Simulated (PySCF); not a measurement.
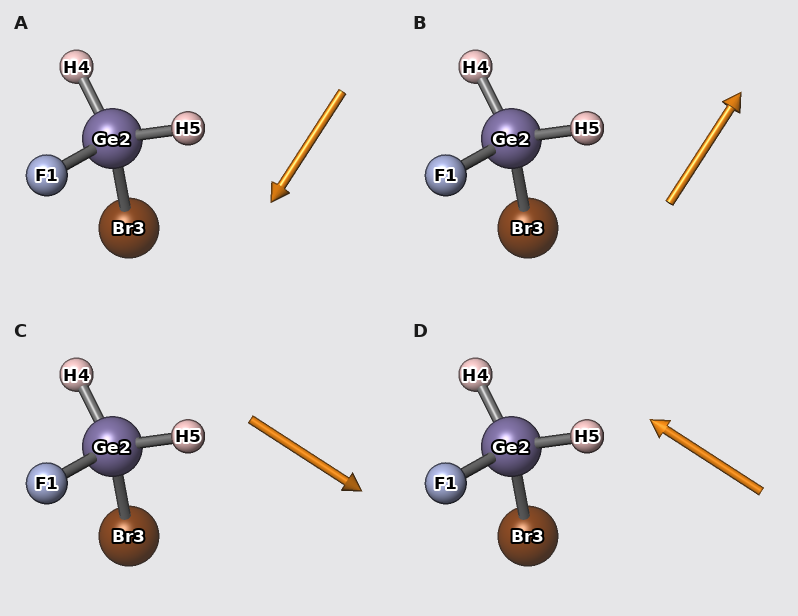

The same molecule four times, each with an arrow. The geometry was computed by an optimisation with PBE0-D3(BJ)/def2-SVP. No frequency run is at hand to confirm it as a minimum. Properties computed with PBE0/aug-cc-pVDZ, gas phase (PySCF 2.14.0).

### Which arrow points along the dipole moment, from the negative to the positive end?

B. The dipole moment is 2.21 D; it points from the side of F1 to the side of H4, H5 (the outermost atoms at the two ends).
